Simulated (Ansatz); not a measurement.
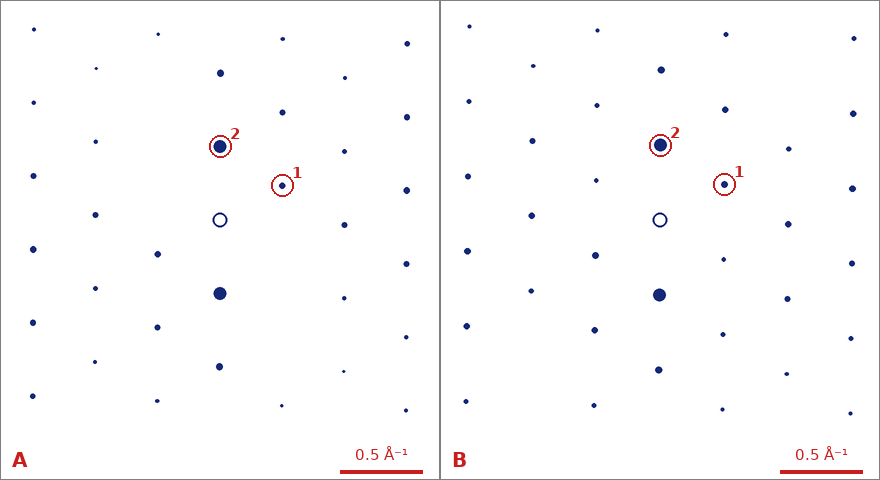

Kinematic electron diffraction patterns (120 kV, B = 0.5 Å², same scale) along [111] of the run's own cell, for the start and the end of one relaxation of B3F2 with DFT PBE, scalar-relativistic, plane waves, PAW (Ansatz). k mesh 18×18×4. The start is a generated model structure, and the relaxation ends in the nearest stationary point of its symmetry, not necessarily the ground state. Spot 1 is -1 1 0 and spot 2 is -1 0 1 in both.

Start structure:

```
CELL_PARAMETERS angstrom
2.64600 0.00000 0.00000
-1.32300 2.29150 0.00000
0.00000 0.00000 9.05970
ATOMIC_POSITIONS crystal
B 0.00000 0.00000 0.00000
B 0.33333 0.66667 0.44863
B 0.66667 0.33333 0.55137
F 0.33333 0.66667 0.30052
F 0.66667 0.33333 0.69948
```

Q: Which pattern belongs to the start structure, and which to the relaxed one?

A: A is the start: its cell gives d(1) = 2.292 Å, d(2) = 2.222 Å and an angle of 61.0°. B is the relaxed structure, with d(1) = 2.217 Å (-3.3 %), d(2) = 2.173 Å (-2.2 %) and 60.6°.

Q: Summarise the relaxation behind the change.

A: The volume changed by +13.6 % to 12.48 Å³ an atom; with the mean shift removed, the atoms moved by up to 0.37 Å relative to the cell (F most); the space group stayed P-3m1 (No. 164); the free energy fell by 19 meV an atom. Relaxed cell: a = 2.559 Å, b = 2.559 Å, c = 11.001 Å, α = 90.00°, β = 90.00°, γ = 120.00°.
